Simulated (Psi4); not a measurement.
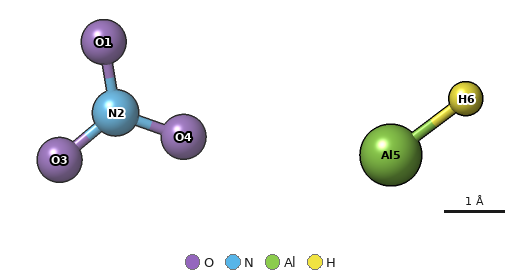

Figure 1. The structure as given in the input (ball-and-stick view, seen at a tilt; atoms are numbered from 1 in the order of the input). Sticks mark near contacts. Bond lengths as drawn: Al–H 1.61 Å and N–O 1.23 to 1.24 Å.

AlNHO$_{3}$ (charge −1): interaction calculation (part 1 of 2)

AlNHO$_{3}$, charge −1, computed with SAPT0/cc-pVDZ, RHF (Psi4 1.11).

**Input (run.py)**
```python
import psi4

psi4.set_memory('1600 MB')
psi4.set_num_threads(1)
psi4.set_output_file('alhno3.out', False)

molecule = psi4.geometry("""
-1 1
O      0.295750     0.520330     1.080370
N     -0.005970    -0.003400     0.003140
O      0.467940    -1.101740    -0.303400
O     -0.757710     0.584820    -0.780120
--
0 1
Al     0.347150     4.559670    -3.292010
H     -0.021360     6.112220    -3.053140
symmetry c1
no_reorient
no_com
""")

psi4.set_options(dict(basis='cc-pVDZ', reference='rhf', scf_type='df', freeze_core='true'))

e = psi4.energy("sapt0")
print(f'sapt0 energy: {e:.10f} Eh')
```

Machine: 1 thread of AMD EPYC (Zen 4), 24 GiB of memory available, shared host.

Launched with:
```bash
python run.py
```

**What the program printed**
```
Psi4 1.11 release

   => Loading Basis Set <=

    Name: CC-PVDZ
    Role: ORBITAL
    Keyword: BASIS

   => Loading Basis Set <=

    Name: CC-PVDZ
    Role: ORBITAL
    Keyword: BASIS

  //>>>>>>>>>>>>>>>>>>>>>>>>>>>>>>>>>>>//
  //              Dimer HF             //
  //<<<<<<<<<<<<<<<<<<<<<<<<<<<<<<<<<<<//

   => Loading Basis Set <=

    Name: CC-PVDZ
    Role: ORBITAL
    Keyword: BASIS

         ---------------------------------------------------------
                                   SCF
                              RHF Reference
                        1 Threads,   1525 MiB Core
         ---------------------------------------------------------

  ==> Geometry <==

    Molecular point group: c1
    Full point group: C1

    Geometry (in Angstrom), charge = -1, multiplicity = 1:

       Center              X                  Y                   Z               Mass
    ------------   -----------------  -----------------  -----------------  -----------------
         O            0.295750000000     0.520330000000     1.080370000000    15.994914619570
         N           -0.005970000000    -0.003400000000     0.003140000000    14.003074004430
         O            0.467940000000    -1.101740000000    -0.303400000000    15.994914619570
         O           -0.757710000000     0.584820000000    -0.780120000000    15.994914619570
         AL           0.347150000000     4.559670000000    -3.292010000000    26.981538530000
         H           -0.021360000000     6.112220000000    -3.053140000000     1.007825032230

  Running in c1 symmetry.

  Rotational constants: A =      0.31540  B =      0.01795  C =      0.01754 [cm^-1]
  Rotational constants: A =   9455.33103  B =    538.09752  C =    525.86347 [MHz]
  Nuclear repulsion =  163.927068792264322

  Charge       = -1
  Multiplicity = 1
  Electrons    = 46
  Nalpha       = 23
  Nbeta        = 23

  ==> Algorithm <==

  SCF Algorithm Type is DF.
  DIIS enabled.
  MOM disabled.
  Fractional occupation disabled.
  Guess Type is SAD.
  Energy threshold   = 1.00e-08
  Density threshold  = 1.00e-08
  Integral threshold = 1.00e-12

  ==> Primary Basis <==

  Basis Set: CC-PVDZ
    Blend: CC-PVDZ
    Number of shells: 35
    Number of basis functions: 79
    Number of Cartesian functions: 84
    Spherical Harmonics?: true
    Max angular momentum: 2

   => Loading Basis Set <=

    Name: (CC-PVDZ AUX)
    Role: JKFIT
    Keyword: DF_BASIS_SCF

  ==> Integral Setup <==

  DFHelper Memory: AOs need 0.020 GiB; user supplied 1.118 GiB.
  SCF_SUBTYPE=INCORE selected. In-core MEM_DF algorithm will be used.
  Using in-core AOs.

  ==> MemDFJK: Density-Fitted J/K Matrices <==

    J tasked:                   Yes
    K tasked:                   Yes
    wK tasked:                   No
    Memory [MiB]:              1144
    Algorithm:                 Core
    Schwarz Cutoff:           1E-12
    Mask sparsity (%):       7.1142
    Fitting Condition:        1E-10

   => Auxiliary Basis Set <=

  Basis Set: (CC-PVDZ AUX)
    Blend: CC-PVDZ-JKFIT
    Number of shells: 141
    Number of basis functions: 415
    Number of Cartesian functions: 479
    Spherical Harmonics?: true
    Max angular momentum: 3

  Minimum eigenvalue in the overlap matrix is 9.5274537312E-03.
  Reciprocal condition number of the overlap matrix is 2.5668232870E-03.
    Using symmetric orthogonalization.

  ==> Pre-Iterations <==

  SCF Guess: Superposition of Atomic Densities via on-the-fly atomic UHF (no occupation information).

   -------------------------
    Irrep   Nso     Nmo
   -------------------------
     A         79      79
   -------------------------
    Total      79      79
   -------------------------

  ==> Iterations <==

                           Total Energy        Delta E     RMS |[F,P]|

   @DF-RHF iter SAD:  -520.11974662262105   -5.20120e+02   0.00000e+00
   @DF-RHF iter   1:  -521.16661697656457   -1.04687e+00   1.00243e-02 ADIIS/DIIS
   @DF-RHF iter   2:  -521.26993964305052   -1.03323e-01   7.57863e-03 ADIIS/DIIS
   @DF-RHF iter   3:  -521.38598366897349   -1.16044e-01   5.76017e-04 ADIIS/DIIS
   @DF-RHF iter   4:  -521.38738279899076   -1.39913e-03   1.77762e-04 ADIIS/DIIS
   @DF-RHF iter   5:  -521.38757655763141   -1.93759e-04   5.72610e-05 DIIS
   @DF-RHF iter   6:  -521.38760830015008   -3.17425e-05   1.50758e-05 DIIS
   @DF-RHF iter   7:  -521.38761144293710   -3.14279e-06   4.50386e-06 DIIS
   @DF-RHF iter   8:  -521.38761177111724   -3.28180e-07   2.46861e-06 DIIS
   @DF-RHF iter   9:  -521.38761183800909   -6.68919e-08   7.67234e-07 DIIS
   @DF-RHF iter  10:  -521.38761185661974   -1.86106e-08   2.11882e-07 DIIS
   @DF-RHF iter  11:  -521.38761185767055   -1.05081e-09   2.26936e-08 DIIS
   @DF-RHF iter  12:  -521.38761185767669   -6.13909e-12   3.78321e-09 DIIS
  Energy and wave function converged.

  ==> Post-Iterations <==

    Orbital Energies [Eh]
    ---------------------

    Doubly Occupied:

       1A    -58.395325     2A    -20.325046     3A    -20.324367
       4A    -20.324144     5A    -15.633401     6A     -4.806431
       7A     -3.115635     8A     -3.115611     9A     -3.113904
      10A     -1.398023    11A     -1.133696    12A     -1.133263
      13A     -0.611607    14A     -0.504750    15A     -0.494456
      16A     -0.494069    17A     -0.414104    18A     -0.271016
      19A     -0.270506    20A     -0.217910    21A     -0.217012
      22A     -0.198801    23A     -0.190267

    Virtual:

      24A      0.123176    25A      0.128386    26A      0.254187
      27A      0.370089    28A      0.392670    29A      0.458669
      30A      0.460305    31A      0.469564    32A      0.513127
      33A      0.514843    34A      0.517890    35A      0.518313
      36A      0.640006    37A      0.691604    38A      0.842593
      39A      0.844887    40A      1.032696    41A      1.183236
      42A      1.202875    43A      1.204888    44A      1.242208
      45A      1.376513    46A      1.410338    47A      1.412322
      48A      1.491479    49A      1.495551    50A      1.499220
      51A      1.499697    52A      1.561259    53A      1.629789
      54A      1.781027    55A      1.781360    56A      2.069772
      57A      2.070005    58A      2.097453    59A      2.147780
      60A      2.485200    61A      2.485574    62A      2.729827
      63A      2.730241    64A      2.791473    65A      3.185753
      66A      3.186238    67A      3.191078    68A      3.232493
      69A      3.233024    70A      3.241478    71A      3.342914
      72A      3.482583    73A      3.827335    74A      3.827788
      75A      3.994592    76A      3.996152    77A      4.127811
      78A      4.311463    79A      4.311737

    Final Occupation by Irrep:
              A
    DOCC [    23 ]
    NA   [    23 ]
    NB   [    23 ]

  @DF-RHF Final Energy:  -521.38761185767669

   => Energetics <=

    Nuclear Repulsion Energy =            163.9270687922643219
    One-Electron Energy =               -1057.2226777142209357
    Two-Electron Energy =                 371.9079970642798685
    Total Energy =                       -521.3876118576768022

Computation Completed

Properties will be evaluated at   0.000000,   0.000000,   0.000000 [a0]

Properties computed using the SCF density matrix

 Multipole Moments:

 ------------------------------------------------------------------------------------
     Multipole            Electronic (a.u.)      Nuclear  (a.u.)        Total (a.u.)
 ------------------------------------------------------------------------------------

 L = 1.  Multiply by 2.5417464519 to convert [e a0] to [Debye]
 Dipole X            :         -8.6155173            8.4993078           -0.1162095
 Dipole Y            :       -123.7512441          123.5718559           -0.1793883
 Dipole Z            :         86.9285988          -86.6486483            0.2799505
 Magnitude           :                                                    0.3522174

 ------------------------------------------------------------------------------------

	total time  =          1 seconds =       0.02 minutes

  //>>>>>>>>>>>>>>>>>>>>>>>>>>>>>>>>>>>//
  //            Monomer A HF           //
  //<<<<<<<<<<<<<<<<<<<<<<<<<<<<<<<<<<<//

  ==> Geometry <==

    Molecular point group: c1
    Full point group: C1

    Geometry (in Angstrom), charge = -1, multiplicity = 1:

       Center              X                  Y                   Z               Mass
    ------------   -----------------  -----------------  -----------------  -----------------
         O            0.295750000000     0.520330000000     1.080370000000    15.994914619570
         N           -0.005970000000    -0.003400000000     0.003140000000    14.003074004430
         O            0.467940000000    -1.101740000000    -0.303400000000    15.994914619570
         O           -0.757710000000     0.584820000000    -0.780120000000    15.994914619570
      Gh(AL)          0.347150000000     4.559670000000    -3.292010000000    26.981538530000
      Gh(H)          -0.021360000000     6.112220000000    -3.053140000000     1.007825032230

  Running in c1 symmetry.

  Rotational constants: A =      0.31540  B =      0.01795  C =      0.01754 [cm^-1]
  Rotational constants: A =   9455.33103  B =    538.09752  C =    525.86347 [MHz]
  Nuclear repulsion =  119.490016718017088

  Charge       = -1
  Multiplicity = 1
  Electrons    = 32
  Nalpha       = 16
  Nbeta        = 16

  ==> Iterations <==

                           Total Energy        Delta E     RMS |[F,P]|

   @DF-RHF iter SAD:  -278.20789535195365   -2.78208e+02   0.00000e+00
   @DF-RHF iter   1:  -278.71675150046428   -5.08856e-01   1.00055e-02 ADIIS/DIIS
   @DF-RHF iter   2:  -278.81654310374222   -9.97916e-02   7.58006e-03 ADIIS/DIIS
   @DF-RHF iter   3:  -278.93249156218053   -1.15948e-01   5.60952e-04 ADIIS/DIIS
   @DF-RHF iter   4:  -278.93374565625828   -1.25409e-03   1.74730e-04 ADIIS/DIIS
   @DF-RHF iter   5:  -278.93391578153376   -1.70125e-04   5.43219e-05 DIIS
   @DF-RHF iter   6:  -278.93393852801671   -2.27465e-05   1.33096e-05 DIIS
   @DF-RHF iter   7:  -278.93393994450656   -1.41649e-06   3.23689e-06 DIIS
   @DF-RHF iter   8:  -278.93394000262555   -5.81190e-08   1.61447e-06 DIIS
   @DF-RHF iter   9:  -278.93394001007982   -7.45428e-09   1.88186e-07 DIIS
   @DF-RHF iter  10:  -278.93394001023910   -1.59275e-10   1.73854e-08 DIIS
   @DF-RHF iter  11:  -278.93394001024120   -2.10321e-12   3.88118e-09 DIIS
  Energy and wave function converged.

  ==> Post-Iterations <==

    Final Occupation by Irrep:
              A
    DOCC [    16 ]
    NA   [    16 ]
    NB   [    16 ]

  @DF-RHF Final Energy:  -278.93394001024120

   => Energetics <=

    Nuclear Repulsion Energy =            119.4900167180170882
    One-Electron Energy =                -629.8080449611281892
    Two-Electron Energy =                 231.3840882328698569
    Total Energy =                       -278.9339400102412583

Computation Completed

Properties will be evaluated at   0.000000,   0.000000,   0.000000 [a0]

Properties computed using the SCF density matrix

 Multipole Moments:

 ------------------------------------------------------------------------------------
     Multipole            Electronic (a.u.)      Nuclear  (a.u.)        Total (a.u.)
```
